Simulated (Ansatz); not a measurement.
C2H5F3OSi

Input

```
crystal:
  periodic: [false, false, false]
  atoms:
    - {symbol: F, position_ang: [-1.629256, -1.251227, 2.068367]}
    - {symbol: C, position_ang: [-1.281228, -1.142209, 0.778323]}
    - {symbol: F, position_ang: [-2.377025, -0.831675, 0.084972]}
    - {symbol: F, position_ang: [-0.865052, -2.339817, 0.365401]}
    - {symbol: C, position_ang: [-0.203920, -0.088300, 0.638058]}
    - {symbol: O, position_ang: [0.154419, 0.021234, -0.702133]}
    - {symbol: Si, position_ang: [1.312919, 1.058287, -1.253503]}
    - {symbol: H, position_ang: [-0.613623, 0.847555, 1.037502]}
    - {symbol: H, position_ang: [0.636650, -0.399770, 1.270315]}
    - {symbol: H, position_ang: [1.381241, 0.852681, -2.715419]}
    - {symbol: H, position_ang: [0.941904, 2.462225, -0.928432]}
    - {symbol: H, position_ang: [2.619870, 0.755816, -0.609451]}
basis:
  gaussian: {orbitals: def2-TZVPP}
hamiltonian: {xc: pbe0, dispersion: d4}
output: {orbitals: {seedname: orbitals}}
```

Command:

```sh
ansatz run in.yaml --threads 4 --pin off --events-out ev --progress --plain --max-ram 11315MiB
```

Geometry: PBE0-D4/def2-TZVP.

Method: RKS PBE0-D4/def2-TZVPP in Ansatz 0.2.0.

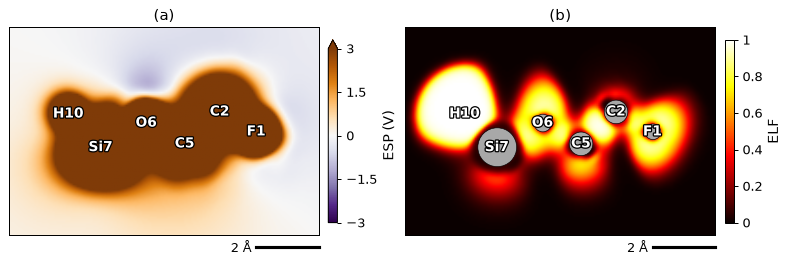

Figure 1. (a) electrostatic potential; (b) ELF on the plane of atoms C2, C5 and O6. Grey discs cover the atomic cores in the ELF map.

Interpret the plot.

- The plane passes through F, C, O, Si and H nuclei.
- C–F (1.34 Å): the ELF peaks at about 0.85 between the atoms: a shared but strongly polarised pair.
- C–O (1.39 Å): the ELF peaks at about 0.85 between the atoms; a shared but strongly polarised pair.
- C–C (1.51 Å): the ELF peaks at about 1 between the atoms (a shared electron pair).
- Si–O (1.65 Å): the ELF peaks at about 0.85 between the atoms; a polar covalent bond.
- Si–H (1.48 Å): the ELF climbs to about 1 towards the hydrogen, as it does in any bond to H.
- The ELF also peaks beside F1 and O6, away from the bonds: lone-pair regions.
- Outside the dense part of the molecule the potential is most negative (−1.1 V) near O6.

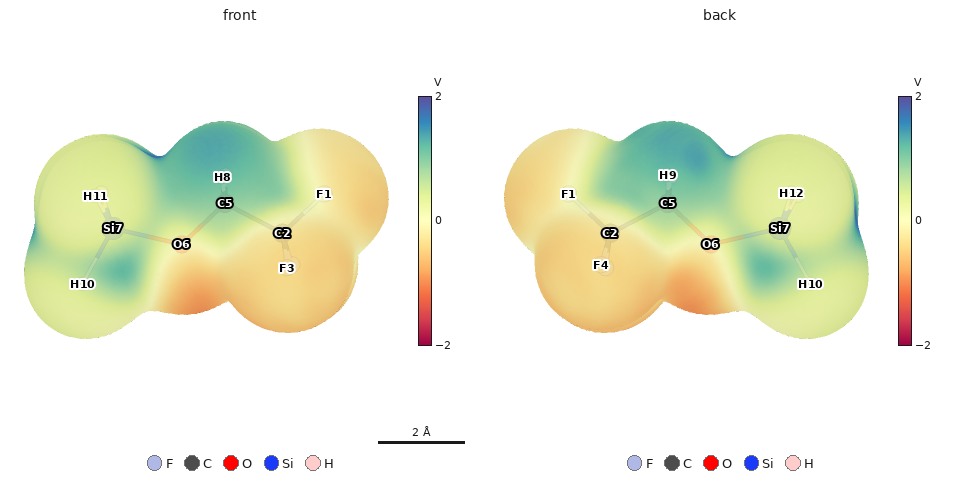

Figure 2. The electrostatic potential painted on the density surface at 0.002 e/bohr³, seen from the front and from behind; red is negative and blue positive.

Where is the surface potential most negative and most positive?

The most negative region (about −0.9 V) lies over O6, the most positive (about +1.8 V) over Si7.

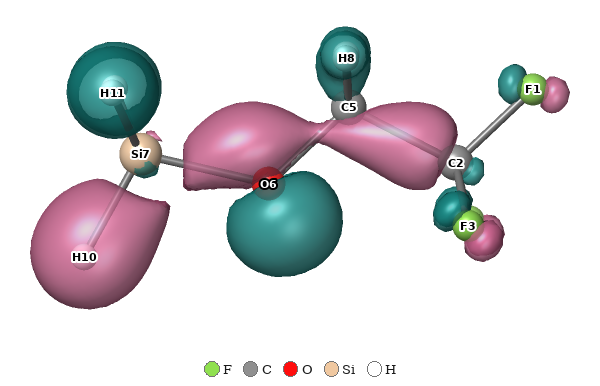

Figure 3. The HOMO−1 at ±0.15 Å⁻³ᐟ² (teal and pink are the two phases), seen across its widest extent.

Describe this orbital and give its energy.

It lies mainly on O6 (about 35 %), Si7 (about 20 %), H10 (about 10 %), C5 (about 10 %), H11 (about 5 %) and H12 (about 5 %). Its energy is −9.51 eV.
